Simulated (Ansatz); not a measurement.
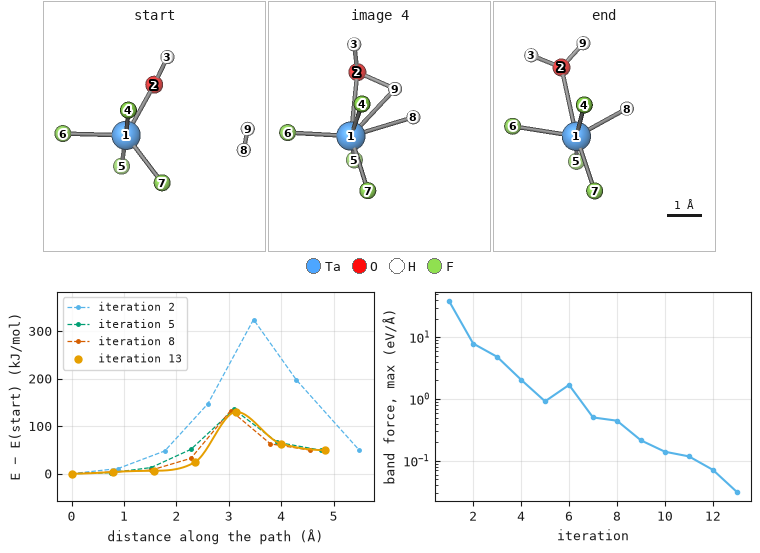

A nudged-elastic-band calculation for TaH₃OF₄, made up at the start of TaHOF$_{4}$ and H2. Images are numbered from 0 (start) to 6 (end). The plot follows the band through its iterations. A ball-and-stick model, seen face on.

All numbers below come from RKS B3LYP-D4/def2-SVP in Ansatz. Set-up: 5 movable images; climbing image; force threshold 0.05 eV/Å; iteration limit 60; starting path through a guess of the saddle point.

Q: Did the band converge, and can the barrier be trusted?

A: The result is final at these settings. The band converged in 13 iterations. The largest component of the band force went from 38 to 0.031 eV/Å. The climbing image converged on the top of the path. Its vibrational analysis gives one imaginary mode (1247i cm⁻¹), as a transition state must have. The first iteration put the highest image at 853.8 kJ/mol. Forward barrier 130.1 kJ/mol, backward barrier 80.5 kJ/mol, with image 4 at the top; the reaction energy is +49.6 kJ/mol.

Limits of the set-up: the start holds two separate molecules, 2.7 Å apart at their closest, whose relative position is a soft coordinate.

The run took 2.6 min on 4 threads of Arm Neoverse V1, on a shared host, peak memory 0.3 GiB.
